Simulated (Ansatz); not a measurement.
CH5ClSi (SMILES C[SiH2]Cl)

```xyz
8

C    -0.1562    1.3570    0.0840
Cl   -0.7392   -1.8069    0.1827
Si    0.3524   -0.2152    0.9495
H    -1.2281    1.5546    0.2347
H     1.7972   -0.5117    0.7316
H     0.4143    2.2118    0.4810
H     0.0340    1.2845   -0.9973
H     0.0776   -0.1422    2.4130
```

Geometry: PBE0-D3(BJ)/def2-SVP.

Level of theory: isolated molecule in a Gaussian basis; Kohn-Sham density functional theory, functional PBE0 in Ansatz.

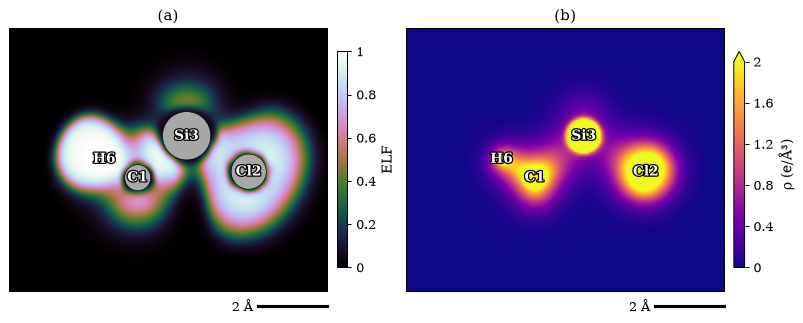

Figure 1. (a) ELF; (b) electron density on the plane of atoms Si3, C1 and H6. Grey discs cover the atomic cores in the ELF map.

Question: Read the bonding off the picture.

Answer:
- Atoms in the plane: C, Cl, Si and H.
- C–Si (1.87 Å): ρ is about 0.98 e/Å³ halfway; the ELF peaks at about 0.95 between the atoms, as expected for localised, covalent bonding.
- Si–Cl (2.08 Å): ρ is about 0.87 e/Å³ halfway; the ELF peaks at about 0.85 between the atoms (a shared but strongly polarised pair).
- C–H (1.10 Å): ρ is about 1.9 e/Å³ halfway; the ELF climbs to about 1 towards the hydrogen, as it does in any bond to H (an ordinary covalent bond to hydrogen).
- The ELF also peaks beside Cl2, away from the bonds: lone-pair regions.

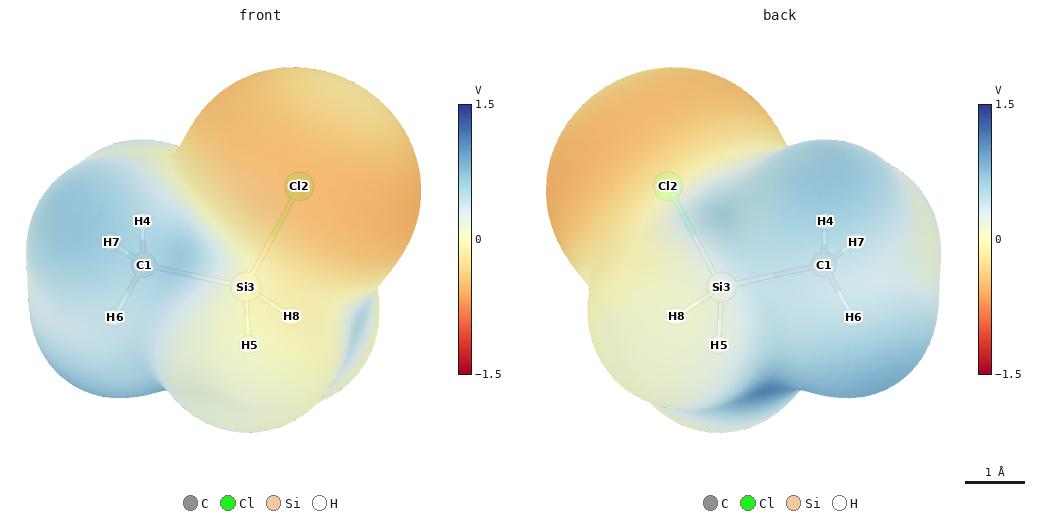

Figure 2. The electrostatic potential painted on the density surface at 0.001 e/bohr³, seen from the front and from behind; the colour scale runs from red (negative) to blue (positive).

Question: Where is the surface potential most negative and most positive?

Answer: The most negative region (about −0.5 V, or −12 kcal/mol for a unit charge) lies over Cl2, the most positive (about +1.1 V, or +25 kcal/mol for a unit charge) over Si3.

Question: How polar is the molecule by this calculation?

Answer: Its dipole moment is 1.91 D.

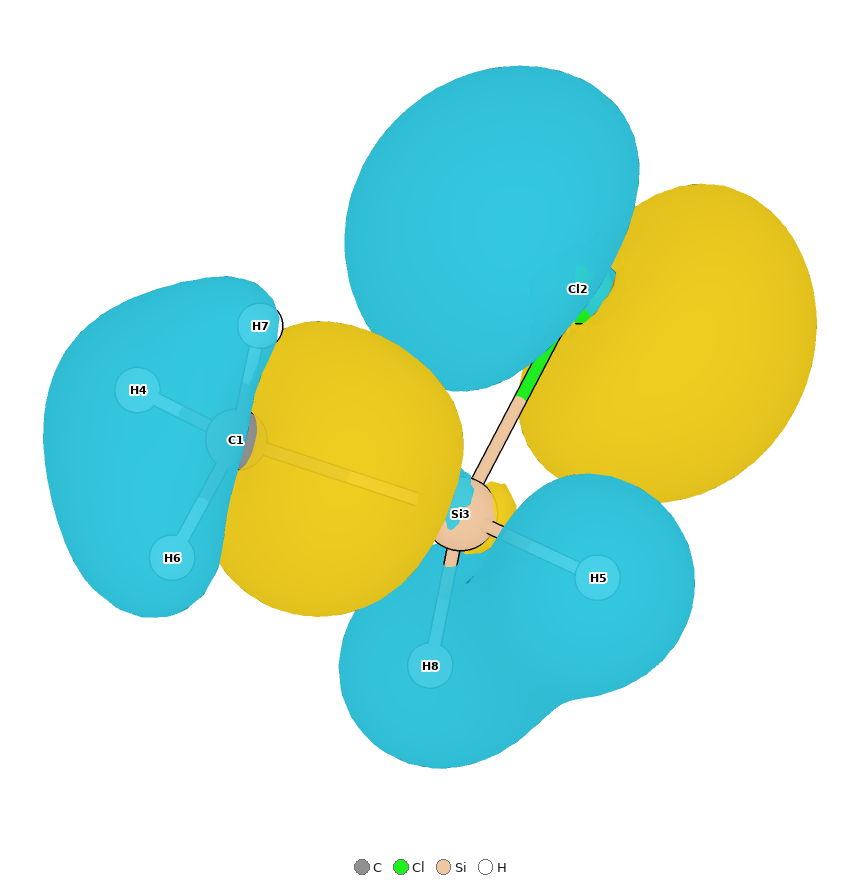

Figure 3. The HOMO at ±0.08 Å⁻³ᐟ² (yellow and cyan are the two phases), seen at a tilt.

Question: What is the character of this orbital?

Answer: By Hirshfeld shares it lies mainly on Cl2 (about 55 %), C1 (about 20 %) and Si3 (about 15 %). Its energy is −8.77 eV.
